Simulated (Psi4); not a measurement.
**doublet [B2O2]−: UCAM-B3LYP/aug-cc-pVDZ**

Aim: energy and gradient of doublet [B2O2]−. 

The calculation is run with Psi4 1.11.

2 further runs of the same task are left out: 1 that didn't finish, 1 set aside as unsound or not needed.

## Step 1: The system as given

The species is [B2O2]− (4 atoms), meant as a doublet with charge -1. SMILES of the parent species: `O=BB=O`. The shape is that of a PBE0-D4/def2-TZVP optimisation. That shape belongs to the parent species and isn't relaxed for this state.

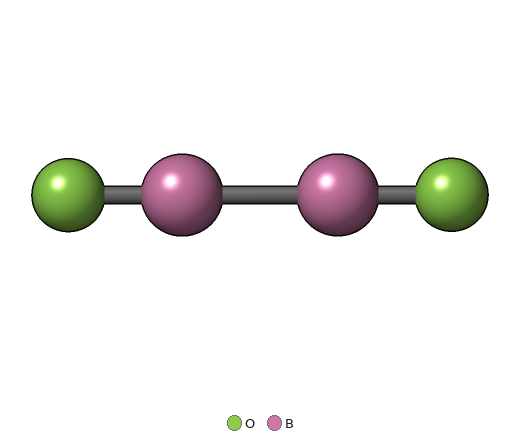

The structure, seen from a chosen angle (oxygen green, boron pink).

## Step 2: Energy and forces at UCAM-B3LYP/aug-cc-pVDZ

calc.in

```
memory 2.2 GB

molecule {
  -1 2
  O     -0.743090     0.459760     1.817650
  B     -0.302300     0.187070     0.739120
  B      0.302150    -0.186920    -0.739220
  O      0.743230    -0.459920    -1.817550
  symmetry c1
  no_reorient
  no_com
}

set {
  basis aug-cc-pVDZ
  reference uks
  puream true
  e_convergence 1e-09
  d_convergence 1e-08
  scf_type pk
  dft_radial_points 99
  dft_spherical_points 590
  maxiter 100
}

e_tot, wfn = gradient('cam-b3lyp', return_wfn=True)
oeprop(wfn, 'DIPOLE', 'QUADRUPOLE', 'MULLIKEN_CHARGES')
print_variables()
```

Launch:

```
$ psi4 -i calc.in -o calc.out -n 1
```

calc.out:

```text
[...]
  Running in c1 symmetry.
[...]
  Nuclear repulsion =   66.762222931000380
[...]
  Multiplicity = 2
[...]
  Nalpha       = 14
  Nbeta        = 13
[...]
    Number of basis functions: 92
[...]
   @UKS iter   1:  -199.81226554749691   -9.21605e-01   1.05352e-02 DIIS/ADIIS
[...]
   @UKS iter  13:  -200.19198514340007   -2.49258e-11   9.23168e-09 DIIS
[...]
   @S^2 Observed:                7.530966643E-01
[...]
    Orbital Energies [Eh]
    ---------------------
    Alpha Occupied:
       1A    -19.015221     2A    -19.015209     3A     -6.649462
       4A     -6.649117     5A     -0.878014     6A     -0.877113
       7A     -0.367622     8A     -0.303811     9A     -0.284608
      10A     -0.260015    11A     -0.249123    12A     -0.238746
      13A     -0.227478    14A      0.023321
    Alpha Virtual:
      15A      0.130706    16A      0.148976    17A      0.149356
      18A      0.168380    19A      0.168429    20A      0.169860
      21A      0.178809    22A      0.199574    23A      0.228425
      24A      0.306184    25A      0.334625    26A      0.336561
[...]
  @UKS Final Energy:  -200.19198514340007
   => Energetics <=
    Nuclear Repulsion Energy =             66.7622229310003803
    One-Electron Energy =                -411.1958814271829397
    Two-Electron Energy =                 162.9399186053938138
    DFT Exchange-Correlation Energy =     -18.6982452526113505
    Empirical Dispersion Energy =           0.0000000000000000
    VV10 Nonlocal Energy =                  0.0000000000000000
    Total Energy =                       -200.1919851434000748
[...]
  -Total Gradient:
     Atom            X                  Y                   Z
    ------   -----------------  -----------------  -----------------
       1        0.026604255023    -0.016460319885    -0.065084884780
       2       -0.032969755388     0.020399028130     0.080655486721
       3        0.032981281153    -0.020410539257    -0.080653139161
       4       -0.026615786443     0.016471837090     0.065082533306
[...]
 Multipole Moments:
 ------------------------------------------------------------------------------------
     Multipole            Electronic (a.u.)      Nuclear  (a.u.)        Total (a.u.)
 ------------------------------------------------------------------------------------
 L = 1.  Multiply by 2.5417464519 to convert [e a0] to [Debye]
 Dipole X            :         -0.0008146            0.0006992           -0.0001154
 Dipole Y            :          0.0011253           -0.0010016            0.0001238
 Dipole Z            :         -0.0006550            0.0005669           -0.0000881
 Magnitude           :                                                    0.0001908
 L = 2.  Multiply by 1.3450342976 to convert [e a0^2] to [Debye ang]
 Quadrupole XX       :        -58.1484039           34.8178400          -23.3305639
 Quadrupole XY       :         20.3721084          -21.5438802           -1.1717718
[...]
  Mulliken Charges: (a.u.)
   Center  Symbol    Alpha    Beta     Spin     Total
       1     O     4.20703  4.11612  0.09091 -0.32315
       2     B     2.79297  2.38388  0.40909 -0.17685
       3     B     2.79297  2.38388  0.40909 -0.17685
       4     O     4.20703  4.11612  0.09091 -0.32315
   Total alpha = 14.00000, Total beta = 13.00000, Total charge = -1.00000
  Variable Map:
  ----------------------------------------------------------------------------
  "CURRENT ENERGY"              =>    -200.191985143400
  "CURRENT REFERENCE ENERGY"    =>    -200.191985143400
[...]
```

Run time: 80 s. Hardware: 1 thread of Intel Xeon at 2.50GHz (Skylake/Cascade Lake), shared host; peak memory 0.98 GiB.

## Step 3: Summary of results

At UCAM-B3LYP/aug-cc-pVDZ:

| quantity | value |
| --- | --- |
| total energy | -200.19199 Eh |
| HOMO energy (highest over α and β) | 0.63 eV |
| LUMO energy (lowest over α and β) | 3.47 eV |
| ⟨S²⟩ | 0.753 |
| largest force on an atom | 4.602 eV/Å |

What this shows: The HOMO lies at positive energy, 0.63 eV; only total energies tell whether the electron is bound.
